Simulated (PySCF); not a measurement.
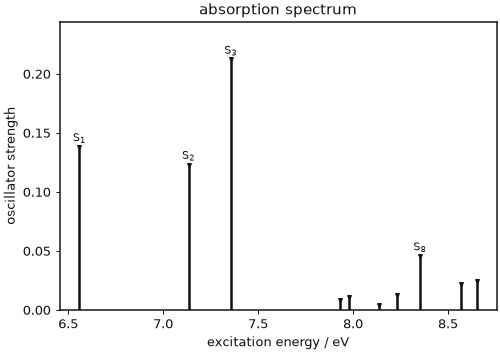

Vertical TDDFT excitations, LC-wPBE/def2-SVPD in PySCF, at a PBE0-D3(BJ)/def2-SVP geometry (no frequency check), gas phase. The lowest 10 singlet states are shown.

### Which molecule gives this spectrum?
A. C₃H₇BClP, SMILES C=C(Cl)CBP
B. C₃H₈FNSi, SMILES C=N[Si@H](F)CC
C. C₂H₆BNO₃, SMILES CC(=O)NB(O)O
D. C₃H₆Cl₂Si, SMILES C=C[C@H](Cl)[SiH2]Cl

Option D. Its lowest singlet lies at 6.56 eV (f = 0.138) and the brightest of those computed is S3 at 7.36 eV (169 nm), f = 0.212, mixed, the largest part being HOMO−3 → LUMO (26 %).

Note: one conformer of a flexible molecule; core orbitals are frozen in the response.
